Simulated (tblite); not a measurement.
# C₄H₁₃BSi₂: frequency calculation

The run: frequency calculation of C₄H₁₃BSi₂, SMILES CB(C)[SiH]1C[SiH2]C1. Method and program: GFN2-xTB harmonic vibrations, gas phase (tblite 0.8.0).

It belongs to a series of runs on one base structure; here: H on Si replaced by BMe2.

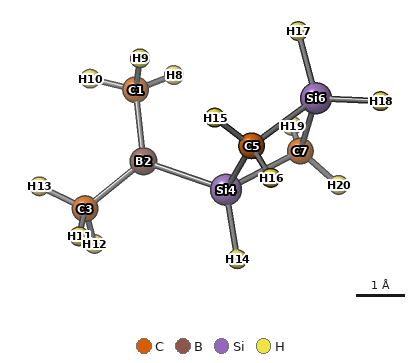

**Figure 1.** The structure (ball-and-stick view, seen at a tilt; atoms are numbered from 1 in the order of the input). Bond lengths as drawn: B–C 1.57 to 1.58 Å, B–Si 1.96 Å, C–H 1.09 Å, C–Si 1.91 to 1.94 Å and H–Si 1.47 to 1.48 Å.

## Input file
```
{"job": {"kind": "ir", "xc": "GFN2-xTB", "basis": "xTB"}, "charge": 0, "multiplicity": 1}
C      1.379692     0.875426     1.343825
B      1.365757    -0.300630     0.296297
C      2.706825    -1.036954    -0.077893
Si    -0.326989    -0.805804    -0.547521
C     -1.119988     0.607276    -1.612742
Si    -2.494957     0.910154    -0.319665
C     -1.891375    -0.660578     0.584562
H      0.611267     0.749777     2.106166
H      1.127207     1.809373     0.838662
H      2.331327     1.029180     1.850122
H      2.821765    -1.158153    -1.154604
H      2.678262    -2.052029     0.322403
H      3.611290    -0.567814     0.305858
H     -0.390054    -2.077850    -1.306230
H     -0.479630     1.458440    -1.830724
H     -1.501956     0.255702    -2.567246
H     -2.287955     2.140004     0.455242
H     -3.871794     0.883226    -0.820978
H     -1.700346    -0.548101     1.648876
H     -2.573497    -1.499963     0.482552
```

The first line tells a small driver script what to run in tblite; the rest is the geometry in Å.

Launch command:
```bash
OMP_NUM_THREADS=1 python <driver script> task.json out
```

## Output
```
mode    cm-1     km/mol
  1     -63.9      1.67
  2     -13.3      2.83
  3      23.3      1.30
  4      46.3      0.15
  5      98.7      0.23
  6     134.8      0.81
  7     219.8      0.28
  8     287.2      2.33
  9     328.1      0.28
 10     361.6      0.79
 11     440.5     36.73
 12     489.6      0.29
 13     533.9      7.50
 14     559.2      6.36
 15     593.2     55.01
 16     614.2     61.22
 17     629.5     10.25
 18     668.5     10.18
 19     682.2     30.29
 20     690.0    128.29
 21     723.5    322.11
 22     750.7     74.49
 23     757.4    308.25
 24     795.4    173.84
 25     828.7      9.19
 26     849.1     74.15
 27     883.9      5.04
 28     914.1      9.63
 29     951.6      3.37
 30    1067.8     72.95
 31    1082.8      2.43
 32    1115.2     89.68
 33    1122.0     68.63
 34    1382.3     49.38
 35    1390.0      6.53
 36    1471.4      0.68
 37    1473.1      0.54
 38    1479.6      2.52
 39    1483.6      5.34
 40    1491.8      4.77
 41    1496.5      0.74
 42    2094.7    458.63
 43    2201.6    485.45
 44    2229.1    356.62
 45    2983.6      3.53
 46    2986.4     34.97
 47    2997.8     24.18
 48    3000.7     69.11
 49    3008.7     14.74
 50    3010.7     43.12
 51    3013.7     28.04
 52    3015.8     29.20
 53    3018.7     13.62
 54    3020.0     68.22
```

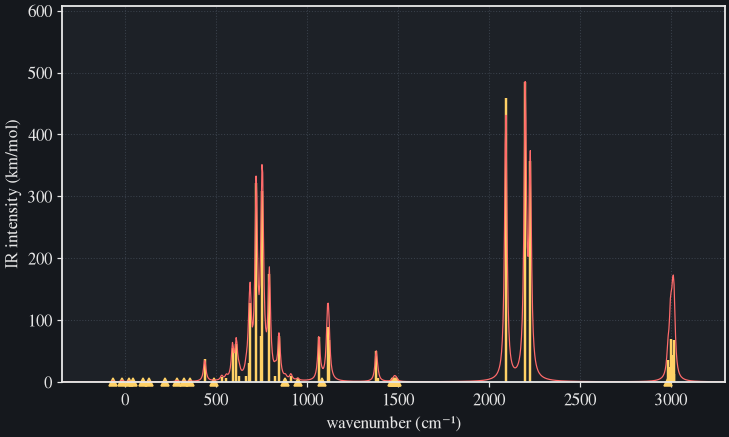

**Figure 2.** Harmonic infrared spectrum, unscaled: sticks (degenerate modes added up, dark ones marked on the axis) with a Lorentzian envelope of 16 cm⁻¹ full width, scaled to the tallest stick; imaginary modes are drawn at negative wavenumbers. 54 modes from 64i to 3020 cm⁻¹, 2 imaginary beyond 8i (64i, 13i cm⁻¹): not a minimum. The strongest line is at 2202 cm⁻¹ (485 km/mol).

## Key numbers

```csv
quantity,value
outcome,converged
total energy,−539.1538 eV
zero-point energy,96.4850 kcal/mol
hardware,"1 CPU thread, shared host"
wall time,0.7 s
peak memory,0.18 GiB
```
